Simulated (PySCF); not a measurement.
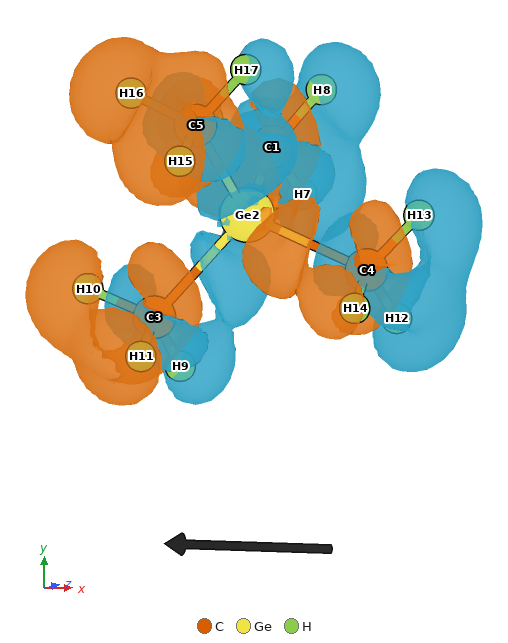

Figure. C₄H₁₂Ge, SMILES `C[Ge](C)(C)C`. Change of the electron density in a uniform field of 0.21 V/Å along −x (arrow), surfaces at ±0.0015 e/Å³ (light blue: gain, orange: loss).

Method: ωB97X/def2-TZVP; geometry: GFN2-xTB; program: PySCF. No frequency check shows the geometry to be a minimum. A basis without diffuse functions makes polarisabilities too small. GFN2-xTB bond lengths at metals and heavier atoms can be off by up to 0.1 Å and shapes distorted, which carries into these values.

Cartesian coordinates (Å):

```
C1       0.9821    1.0868   -1.3421
Ge2     -0.0003   -0.0001    0.0005
C3      -1.0314   -1.4254   -0.9241
C4       1.2974   -0.8297    1.2562
C5      -1.2498    1.1681    1.0123
H6       0.2949    1.5317   -2.0563
H7       1.6874    0.4721   -1.8949
H8       1.5345    1.8875   -0.8627
H9      -0.3718   -2.0637   -1.5054
H10     -1.7630   -0.9944   -1.6022
H11     -1.5583   -2.0478   -0.2092
H12      2.0005   -1.4623    0.7232
H13      1.8876   -0.0672    1.7597
H14      0.7853   -1.4402    1.9937
H15     -1.8159    0.5934    1.7370
H16     -1.9539    1.6526    0.3417
H17     -0.7067    1.9442    1.5448
```

The field was applied in both directions; the picture shows the one opposite to the script's first.

Question: How large is the response?

Answer: The induced dipole is 0.81 D (along the field); α along this axis, from the fields in both directions, is 80 bohr³ (11.8 Å³).
